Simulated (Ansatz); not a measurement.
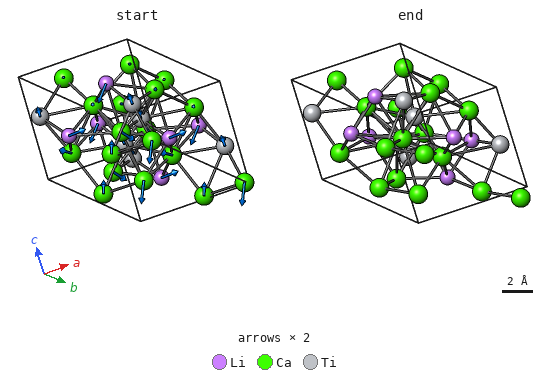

The structure of crystalline LiCa₄Ti (a generated structure, set up in P1) (coarse preliminary run) before (left) and after (right) a relaxation, at one scale. The blue arrows give the displacements (the part carried along by the change of the cell is left out), 2 times their true length.

Style: ball-and-stick. Shown: the conventional cell (2 times the calculation's cell), from a free direction. Lengths and directions refer to the drawn axes.

Case: elements placed on the fcc lattice with unlike neighbours, relaxed further on a centred mesh.

All numbers below come from DFT PBE, scalar-relativistic, plane waves, PAW (Ansatz 0.2.0).

Input file:
```yaml
crystal:
  lattice:
    - [-5.8945349835, -3.4919748655, 0.9119368548]
    - [-0.9125243011, 3.4925623118, 5.8945687151]
    - [-5.562713796, 4.0720905328, -5.5615726349]
  atoms:
    - { symbol: Li, position: [0.7163508963, 0.2820262783, 0.327135364] }
    - { symbol: Li, position: [0.2780425863, 0.7199377067, 0.6765943294] }
    - { symbol: Ca, position: [0.4368272262, 0.9362104013, 0.0274425315] }
    - { symbol: Ca, position: [0.9586017427, 0.0390704153, 0.9750268594] }
    - { symbol: Ca, position: [0.3480665191, 0.2003859393, 0.6566351273] }
    - { symbol: Ca, position: [0.1998718329, 0.3717461235, 0.341543605] }
    - { symbol: Ca, position: [0.5893171679, 0.4085691375, 0.9682593008] }
    - { symbol: Ca, position: [0.0617236441, 0.5608670129, 0.0273689527] }
    - { symbol: Ca, position: [0.7976409634, 0.6499764501, 0.6566325338] }
    - { symbol: Ca, position: [0.6263946955, 0.7983580338, 0.3415135213] }
    - { symbol: Ti, position: [0.8850566982, 0.1131406124, 0.590866867] }
    - { symbol: Ti, position: [0.0848317651, 0.9132462878, 0.4168563865] }
  symmetry: { detect: false }
basis:
  ecutwfc: 420
kpoints:
  mp_grid: { grid: [3, 3, 3] }
hamiltonian:
  xc: pbe
scf:
  occupations: { method: gaussian, width: 0.1 }
  lower_state_search: "off"
output:
  forces: true
  stress: true
  eigenvalues: true
relax:
  adjacent_minimum: "off"
  f_tol: 0.04
  max_steps: 25
  cell: { stress_tol: 0.3 }
```

Run as
```bash
ansatz run input.yaml --threads 4 --pin off --max-ram 9216MiB --backend cpu --events-out ev --progress --plain --runs-dir out
```

### What changed between the two?

The run was cut off at its time limit before the relaxation converged, so the last structure is only a point on the way. The atom that moves furthest relative to the cell is Ca4 (0.88 Å along [−1 0 −3]). Largest moves by element: Ca 0.88 Å, Li 0.79 Å, Ti 0.52 Å. The volume changes by +1.3 %, with a 9.921 → 9.915 Å (−0.1 %), b 9.626 → 10.014 Å (+4.0 %), c 8.858 → 8.717 Å (−1.6 %), β 107.9° → 109.5°. Among the contacts that change: Ca4–Ti11 5.276 → 3.838 Å, Li1–Li2 4.496 → 3.067 Å, Ca4–Ti11 (another image) 3.694 → 4.903 Å, Li2–Ca4 3.447 → 4.640 Å. Bond angles that change, for instance: Ca5–Li1–Ca9 74.9° → 107.6°, Ca4–Li1–Ti11 106.9° → 80.0°, Ca5–Li1–Ca10 101.4° → 125.5°. The space group stays Cm (No. 8). The energy falls by 12.3 meV per atom in 12 accepted moves (13 points after the start). The largest force component goes from 0.1 to 0.072 eV/Å. The pressure goes from 0.06 to 0.07 GPa. The line search rejected the trial step at point 12 of the run.
